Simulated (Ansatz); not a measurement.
# SiH+ (triplet): one geometry, many settings at distance Si1–H2 = 2.435 Å

Aim: run SiH+ (triplet) at one geometry under a spread of methods and options, and see what each costs and gives.

Program: Ansatz 0.2.0, Gaussian basis. Level of theory: the settings change from run to run. These are calculated values, not measurements.

17 further runs of the same task are left out: 2 for a known fault of the program, 12 that didn't finish, 3 set aside as unsound or not needed.

## Step 1: The geometry

The geometry derives from a PBE0/def2-TZVP stationary point (not a proven minimum). One bond is set to the value named and the two fragments are kept rigid.

2 atoms, charge 1, spin multiplicity 3.

Atoms are counted from 1 here; the program's logs count them from 0.

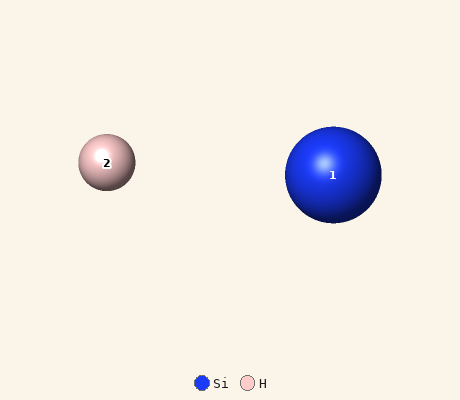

The geometry (silicon blue, hydrogen pink); atoms are numbered from 1 in the order of the file.

## Step 2: CCSD(T) on UHF/cc-pVTZ

File in.yaml:

```yaml
crystal:
  periodic: [false, false, false]
  atoms:
    - {symbol: Si, position_ang: [0.000000, 0.000000, 0.000000]}
    - {symbol: H, position_ang: [0.000000, 0.000000, 2.435000]}
basis:
  gaussian: {orbitals: cc-pVTZ}
total_charge: 1
magnetization: {spin_polarized: true, initial_magnetization: 2}
correlation: {method: ccsd_t, electrons: valence}
output: {forces: true}
```

On the command line:

```bash
$ ansatz run in.yaml --threads 1 --pin off --events-out ev --progress --plain --max-ram 2393MiB
```

Output (excerpt; [...] marks lines left out):

```text
Functional definition: HF
  name "HF"
  cite "Fock, Z. Phys. 61, 126 (1930) doi:10.1007/BF01340294"
  parent pbe
[...]
274 factors; integrals over basis functions are off by at most 1.1e-3 eV
[...]
mean field -7866.34143152 eV, -289.0827156106 hartree, gradient 2.0e-6 eV, S^2 2.022903; 9 other end points of the search recorded, 0 dependent functions left out
determinant -7866.34143152 eV, -289.0827156106 hartree, with singles and doubles -7868.07630630 eV, -289.1464710828 hartree
determinant -7865.42662938 eV, -289.0490972522 hartree, with singles and doubles -7867.15791025 eV, -289.1127206506 hartree
5 core orbitals not correlated: weight in the atoms' cores, before any rotation towards them, 1.000 or more for the frozen orbitals, at most 0.000 for the correlated occupied ones
reference -7866.34143152 eV, -289.0827156106 hartree; 3, 1 occupied and 40, 42 virtual orbitals, 274 factors
second order -1.20509229 eV of doubles, -0.00000000 eV of singles
cycle   1  -1.68894207 eV  change   -8.9e-2 eV  update   1.6e-2
[...]
cycle  13  -1.69613765 eV  change    2.0e-8 eV  update   2.1e-7
perturbative correction -0.03893592 eV, -0.0014308688 hartree
[...]
Total energy: -7868.07650509 eV, -289.1464783883 hartree
Atom 0 at     0.000000     0.000000     0.000000 Å, force    -0.000000    -0.000000     0.526853 eV/Å
Atom 1 at     0.000000     0.000000     2.435000 Å, force     0.000000    -0.000000    -0.526853 eV/Å
Dipole moment:    -0.000000     0.000000     0.106934 e Å
```

Wall time 2.4 s (1 thread of Intel Xeon Platinum 8259CL at 2.50GHz, shared host).

From the report: ⟨S²⟩ of the determinant 2.023 (pure triplet: 2.00); correlation -1.7351 eV; T1 0.019; largest double amplitude 0.10.

## Step 3: CCSDT(Q) on UHF/def2-SVPD

File in.yaml:

```yaml
crystal:
  periodic: [false, false, false]
  atoms:
    - {symbol: Si, position_ang: [0.000000, 0.000000, 0.000000]}
    - {symbol: H, position_ang: [0.000000, 0.000000, 2.435000]}
basis:
  gaussian: {orbitals: def2-SVPD}
total_charge: 1
magnetization: {spin_polarized: true, initial_magnetization: 2}
correlation: {method: ccsdt_q, electrons: outside_noble_gas}
accuracy: high
output: {forces: true}
```

The command is unchanged.

Output (excerpt; [...] marks lines left out):

```text
Functional definition: HF
  name "HF"
  cite "Fock, Z. Phys. 61, 126 (1930) doi:10.1007/BF01340294"
  parent pbe
[...]
501 factors; integrals over basis functions are off by at most 3.7e-9 eV
[...]
mean field -7863.51472655 eV, -288.9788361190 hartree, gradient 2.6e-8 eV, S^2 2.022581; 9 other end points of the search recorded, 0 dependent functions left out
determinant -7863.51472655 eV, -288.9788361190 hartree, with singles and doubles -7865.07413367 eV, -289.0361432737 hartree
determinant -7862.60667741 eV, -288.9454659285 hartree, with singles and doubles -7864.16849133 eV, -289.0028615314 hartree
5 core orbitals not correlated: weight in the atoms' cores, before any rotation towards them, 1.000 or more for the frozen orbitals, at most 0.000 for the correlated occupied ones
reference -7863.51472655 eV, -288.9788361190 hartree; 3, 1 occupied and 24, 26 virtual orbitals, 501 factors
second order -1.03765985 eV of doubles, -0.00000000 eV of singles
cycle   1  -1.35726649 eV  change   -3.2e-1 eV  update   6.0e-2
[...]
cycle  26  -1.59813678 eV  change   3.7e-11 eV  update  2.6e-10
perturbative correction -0.00028949 eV, -0.0000106387 hartree
[...]
Total energy: -7865.11315282 eV, -289.0375772011 hartree
Atom 0 at     0.000000     0.000000     0.000000 Å, force     0.000000     0.000000     0.425631 eV/Å
Atom 1 at     0.000000     0.000000     2.435000 Å, force    -0.000000    -0.000000    -0.425631 eV/Å
Dipole moment:     0.000000    -0.000000     0.087581 e Å
```

Wall time 10 s (1 thread of Intel Xeon Platinum 8259CL at 2.50GHz, shared host).

From the report: ⟨S²⟩ of the determinant 2.023 (pure triplet: 2.00); correlation -1.5984 eV; T1 0.018; largest double amplitude 0.10.

## Step 4: CISDT/pcseg-2

File in.yaml:

```yaml
crystal:
  periodic: [false, false, false]
  atoms:
    - {symbol: Si, position_ang: [0.000000, 0.000000, 0.000000]}
    - {symbol: H, position_ang: [0.000000, 0.000000, 2.435000]}
basis:
  gaussian: {orbitals: pcseg-2}
total_charge: 1
magnetization: {spin_polarized: false, initial_magnetization: 2}
correlation: {active_space: {ras: {orbitals: [1, 2, 40], electrons: 4, max_holes: 3, max_particles: 3}, fixed_orbitals: true}}
output: {forces: true}
```

Launched as before.

Output (excerpt; [...] marks lines left out):

```text
Functional definition: HF
  name "HF"
  cite "Fock, Z. Phys. 61, 126 (1930) doi:10.1007/BF01340294"
  parent pbe
[...]
285 factors; integrals over basis functions are off by at most 6.7e-4 eV
[...]
mean field -7865.98664360 eV, -289.0696773950 hartree, gradient 2.4e-6 eV, S^2 2.000000; 10 other end points of the search recorded, 0 dependent functions left out
reference -7865.98664360 eV, -289.0696773950 hartree; 8, 6 occupied and 40, 42 virtual orbitals, 285 factors
state -7867.74293342 eV, -289.1342198555 hartree
[...]
Total energy: -7867.74293342 eV, -289.1342198555 hartree
Atom 0 at     0.000000     0.000000     0.000000 Å, force    -0.000000     0.000000     0.527047 eV/Å
Atom 1 at     0.000000     0.000000     2.435000 Å, force     0.000000    -0.000000    -0.527047 eV/Å
Dipole moment:     0.000000     0.000000     0.089722 e Å
```

Wall time 3.2 s (1 thread of Intel Xeon Platinum 8259CL at 2.50GHz, shared host).

From the report: 52,606 determinants.

## Step 5: NEVPT4(SD)(2,5)/def2-SVPD

File in.yaml:

```yaml
crystal:
  periodic: [false, false, false]
  atoms:
    - {symbol: Si, position_ang: [0.000000, 0.000000, 0.000000]}
    - {symbol: H, position_ang: [0.000000, 0.000000, 2.435000]}
basis:
  gaussian: {orbitals: def2-SVPD}
total_charge: 1
magnetization: {spin_polarized: false, initial_magnetization: 2}
correlation: {method: fic_nevpt4_sd, electrons: outside_noble_gas, active_space: {window: {electrons: 2, orbitals: 5}, states: [{multiplicity: 3, weights: [0.5, 0.5]}]}}
```

The command is unchanged.

Output (excerpt; [...] marks lines left out):

```text
Functional definition: HF
  name "HF"
  cite "Fock, Z. Phys. 61, 126 (1930) doi:10.1007/BF01340294"
  parent pbe
[...]
460 factors; integrals over basis functions are off by at most 2.5e-7 eV
[...]
mean field -7863.38177549 eV, -288.9739502576 hartree, gradient 7.8e-7 eV, S^2 2.000000; 9 other end points of the search recorded, 0 dependent functions left out
reference -7863.38177549 eV, -288.9739502576 hartree; 8, 6 occupied and 24, 26 virtual orbitals, 460 factors
state -7863.40511517 eV, -288.9748079751 hartree
state -7863.37931743 eV, -288.9738599257 hartree
state -7863.40511517 eV, -288.9748079751 hartree; corrected -7865.02616589 eV, -289.0343804903 hartree
state -7863.37931743 eV, -288.9738599257 hartree; corrected -7865.01858131 eV, -289.0341017619 hartree
Total energy: -7865.02237360 eV, -289.0342411261 hartree
```

Wall time 2 s (1 thread of Intel Xeon Platinum 8259CL at 2.50GHz, shared host).

From the report: 12 determinants; active occupations (of the averaged states) 1.00, 0.50, 0.50, 0.00, 0.00.

## Step 6: BCCD/cc-pVTZ-DK

File in.yaml:

```yaml
crystal:
  periodic: [false, false, false]
  atoms:
    - {symbol: Si, position_ang: [0.000000, 0.000000, 0.000000]}
    - {symbol: H, position_ang: [0.000000, 0.000000, 2.435000]}
basis:
  gaussian: {orbitals: cc-pVTZ-DK}
total_charge: 1
magnetization: {spin_polarized: true, initial_magnetization: 2}
hamiltonian: {xc: {name: B3LYP}, pseudopotentials: {relativity: none}}
correlation: {method: bccd, electrons: all}
output: {forces: true}
```

Same command.

Output (excerpt; [...] marks lines left out):

```text
Functional definition: B3LYP
  name "B3LYP"
  cite "Stephens, Devlin, Chabalowski & Frisch, J. Phys. Chem. 98, 11623 (1994) doi:10.1021/j100096a001"
  cite "Becke, Phys. Rev. A 38, 3098 (1988) doi:10.1103/PhysRevA.38.3098"
  cite "Lee, Yang & Parr, Phys. Rev. B 37, 785 (1988) doi:10.1103/PhysRevB.37.785"
  cite "Vosko, Wilk & Nusair, Can. J. Phys. 58, 1200 (1980) doi:10.1139/p80-159"
[...]
274 factors; integrals over basis functions are off by at most 1.1e-3 eV
[...]
mean field -7877.33286545 eV, -289.4866433575 hartree, gradient 2.8e-6 eV, S^2 2.006545; 2 other end points of the search recorded, 0 dependent functions left out
reference -7862.34001435 eV, -288.9356662417 hartree; 8, 6 occupied and 40, 42 virtual orbitals, 274 factors
second order -2.83396087 eV of doubles, -0.18278554 eV of singles
cycle   1  -3.26346560 eV  change   -2.5e-1 eV  update   5.2e-2
[...]
cycle  15  -3.42227322 eV  change   -3.2e-7 eV  update   2.2e-7
[...]
WARN: the results are in doubt because the basis set is contracted for relativity, which is off
Total energy: -7865.76228757 eV, -289.0614324629 hartree
Atom 0 at     0.000000     0.000000     0.000000 Å, force    -0.000000    -0.000000     0.513871 eV/Å
Atom 1 at     0.000000     0.000000     2.435000 Å, force    -0.000000    -0.000000    -0.513871 eV/Å
Dipole moment:    -0.000000     0.000000     0.103837 e Å
In doubt: the basis set is contracted for relativity, which is off
```

Wall time 7.5 s (1 thread of Intel Xeon Platinum 8259CL at 2.50GHz, shared host).

From the report: ⟨S²⟩ of the determinant 2.007 (pure triplet: 2.00); correlation -3.4223 eV; largest double amplitude 0.09. Mind the lines of doubt at the end of the log.

## Step 7: All runs side by side

 † marks a result that the program doubts.

| level | correlated | functions | energy (eV) | time |
| --- | --- | --- | --- | --- |
| CCSD(T) on UHF/cc-pVTZ | valence | 48 | -7868.0765 | 2.4 s |
| CCSDT(Q) on UHF/def2-SVPD | outside noble gas | 32 | -7865.1132 | 10 s |
| CISDT/pcseg-2 | outside noble gas | 48 | -7867.7429 | 3.2 s |
| NEVPT4(SD)(2,5)/def2-SVPD (mean of several states) | outside noble gas | 32 | -7865.0224 | 2 s |
| BCCD/cc-pVTZ-DK (on B3LYP orbitals) † | all | 48 | -7865.7623 | 7.5 s |

## Step 8: Summary of results

| quantity | value |
| --- | --- |
| runs | 5 |
| quickest | NEVPT4(SD)(2,5)/def2-SVPD (mean of several states), 2 s |
| slowest | CCSDT(Q) on UHF/def2-SVPD, 10 s |

What this shows: Total energies in different bases, with other cores or another treatment of relativity can't be set against each other. CCSDT(Q) on UHF/def2-SVPD took 5 times as long as NEVPT4(SD)(2,5)/def2-SVPD (mean of several states); the jobs differ in more than the method.
